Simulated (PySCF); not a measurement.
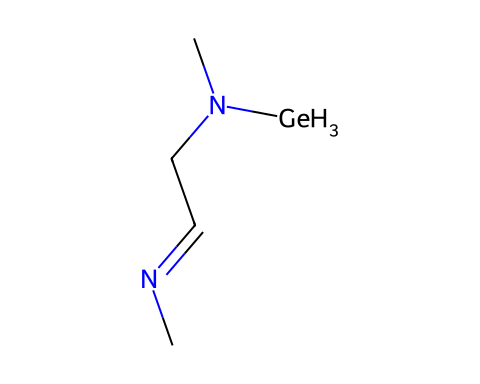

The picture comes from a calculation with PySCF.

2D structure.

> Transcribe the drawing into SMILES.

C/N=C/C[N](C)[GeH3]

> What is the molecular formula?

C4H12GeN2.

> An optimisation with PBE0-D3(BJ)/def2-SVP gave a structure of which point group?

C1. Other conformers may differ.
